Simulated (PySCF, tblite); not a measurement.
# C4H12O2Si2: geometry, infrared bands and NMR shifts

What infrared bands and NMR shifts should C4H12O2Si2 (`CC(=O)C[SiH2]C[SiH2]O`) show?

Computed with tblite 0.8.0 and PySCF 2.14.0, with density-fitted response routines of our own, on a single molecule in the gas phase. Atoms count from 0, in the outputs and in this text.

**1. The molecule as given**

20 atoms, charge 0, multiplicity 1; geometry from: force field or distance geometry start.

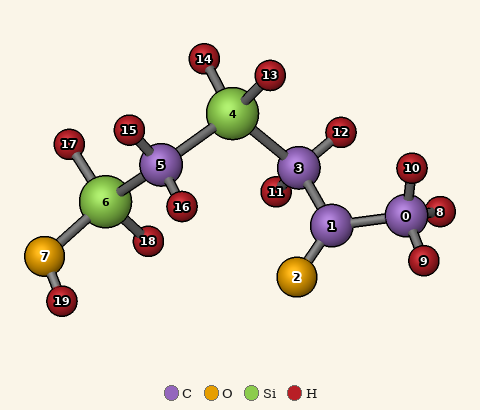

The starting geometry (carbon purple, oxygen amber, silicon green, hydrogen red), atoms numbered; sticks join atoms by distance.

**2. Relaxing the molecule with GFN2-xTB**

What the job is given:

```
{"job": {"kind": "relax", "xc": "GFN2-xTB", "basis": "xTB"}, "charge": 0, "multiplicity": 1}
C     -3.113700     0.345700    -0.912200
C     -1.646200     0.142600    -1.099300
O     -0.960800     0.877700    -1.803000
C     -1.006800    -0.998000    -0.343300
Si     0.075000    -0.474500     1.083200
C      1.399700     0.730500     0.631400
Si     2.642300    -0.144500    -0.417200
O      3.795700     0.886000    -1.025600
H     -3.656500    -0.543100    -1.248000
H     -3.450800     1.204200    -1.504100
H     -3.345200     0.545700     0.138600
H     -0.449100    -1.607000    -1.059900
H     -1.805800    -1.659300     0.049700
H     -0.802300     0.165600     2.082400
H      0.636300    -1.662100     1.751300
H      1.880700     1.120000     1.551400
H      0.986900     1.595300     0.107100
H      3.335200    -1.199400     0.371000
H      1.990600    -0.800200    -1.564700
H      3.489800     1.485500    -1.720800
```

Run with:

```bash
OMP_NUM_THREADS=1 python probes_run.py task.json out
```

This one command runs all jobs of the session in turn.

**Question.** This job is followed by: GFN2-xTB harmonic vibrations, gas phase; GIAO PBE0/pcSseg-1 NMR shielding, non-relativistic, gas phase. Predict these results of the whole session: strongest single infrared mode (GFN2-xTB); zero-point energy (GFN2-xTB); ¹³C shifts against TMS (PBE0/pcSseg-1); ¹H shifts against TMS (PBE0/pcSseg-1, means over atoms taken as alike); ¹⁷O shifts against H2O (PBE0/pcSseg-1); ²⁹Si shifts against TMS (PBE0/pcSseg-1); surface potential, least and greatest.

The runs gave:

| quantity | value |
| --- | --- |
| strongest single infrared mode (GFN2-xTB) | 2269 cm⁻¹, 375 km/mol |
| zero-point energy (GFN2-xTB) | 92.0 kcal/mol |
| ¹³C shifts against TMS (PBE0/pcSseg-1) | 211.6, 33.4, 33.2, -1.6 ppm |
| ¹H shifts against TMS (PBE0/pcSseg-1, means over atoms taken as alike) | 5.17, 4.35, 2.14, 2.14, 0.93, 0.18 ppm |
| ¹⁷O shifts against H2O (PBE0/pcSseg-1) | 661.7, 24.1 ppm |
| ²⁹Si shifts against TMS (PBE0/pcSseg-1) | -17.6, -45.2 ppm |
| surface potential, least and greatest | -1.57 V and 1.80 V |

What this shows: Relaxing lowered the energy by 0.292 eV in 118 steps; the close pair that moved most is C5–Si6, from 1.846 to 1.908 Å. All 54 modes are real, so the xTB geometry is a minimum. The strongest single mode, at 2269 cm⁻¹, moves mainly H18. GFN2-xTB is a fitted tight-binding method: band positions and strengths are rough. Its intensities can rank the bands wrongly. C1 (ketone carbonyl carbon) lies farthest downfield among carbon, at 211.6 ppm; the double bond to the heteroatom, with no lone-pair donor beside it, deshields it most. At PBE0/pcSseg-1: Shielding is most anisotropic at O2 (span 1228 ppm, paramagnetic term -732 ppm). At PBE0/pcSseg-1, counted by nearest atom on the grid, the HOMO lies on O2 64 %; C0, C3 about 9 % each, the LUMO on C1 41 %; O2 27 %.
